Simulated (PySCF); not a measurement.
# CH₁₀BNPSi₂ (SMILES BP[SiH]C[SiH2]N) (doublet): what the fields show

```xyz
16

B     3.3429   -0.0327    1.3052
P     2.7730   -0.2021   -0.4205
Si    0.6318    0.3551   -0.6304
C    -0.4343   -0.3063    0.8015
Si   -2.2842   -0.5145    0.4193
N    -2.8022    0.9921   -0.2317
H     2.7884   -0.6623    2.1237
H     4.3050    0.5774    1.5653
H     3.3856    0.8428   -1.0789
H     0.2082   -0.2623   -1.9074
H    -0.0282   -1.2764    1.0908
H    -0.3213    0.3385    1.6730
H    -2.4589   -1.6875   -0.4531
H    -3.0709   -0.7009    1.6400
H    -2.2584    1.4229   -0.9621
H    -3.7840    1.1252   -0.4113
```

Geometry: GFN2-xTB.

Computed with UKS B3LYP, pcH-1 on B C H N P Si, non-relativistic, mean-field spin-orbit, GIAO (PySCF 2.14.0, density-fitted response routines).

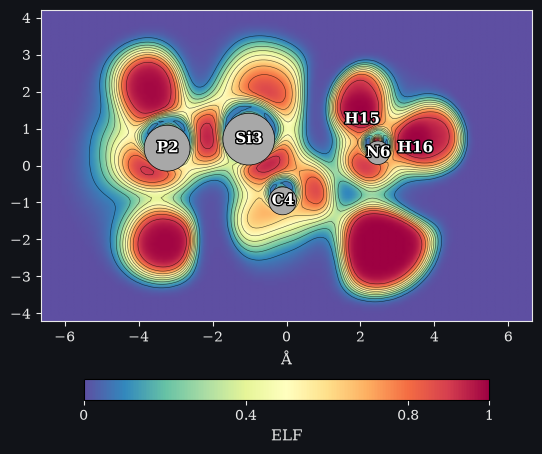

Figure 1. ELF on the plane of atoms P2, Si3 and C4. Grey discs cover the atomic cores.

Question: Describe what can be read from this map.

Answer: The plane passes through P, Si, C, N and H nuclei.
C–Si (1.90 Å): the ELF peaks at about 0.95 between the atoms, as expected for a covalent bond.
Si–P (2.22 Å): the ELF peaks at about 0.95 between the atoms, as expected for a shared electron pair.
N–H (1.01 Å): the ELF climbs to about 1 towards the hydrogen, as it does in any bond to H; a covalent bond by its length.

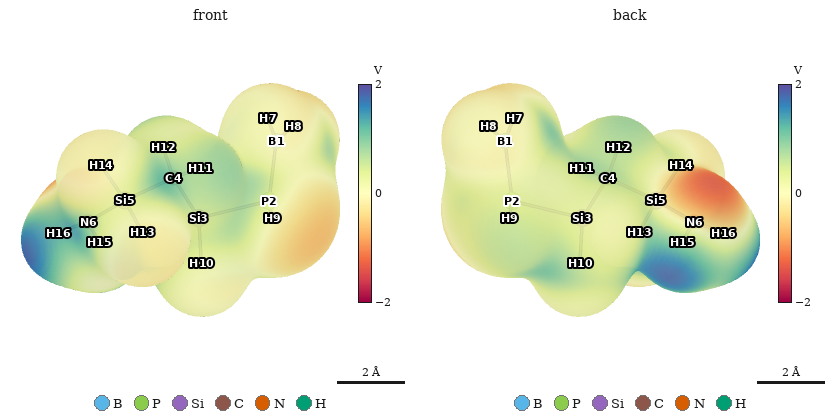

Figure 2. The molecular electrostatic potential painted on the density surface at 0.002 e/bohr³, seen from the front and from behind; red is negative and blue positive.

Question: Where is the surface potential most negative and most positive?

Answer: The most negative region (about −1.3 V) lies over N6, the most positive (about +1.8 V) over H15 and H16. N6 is the likeliest acceptor of a hydrogen bond.
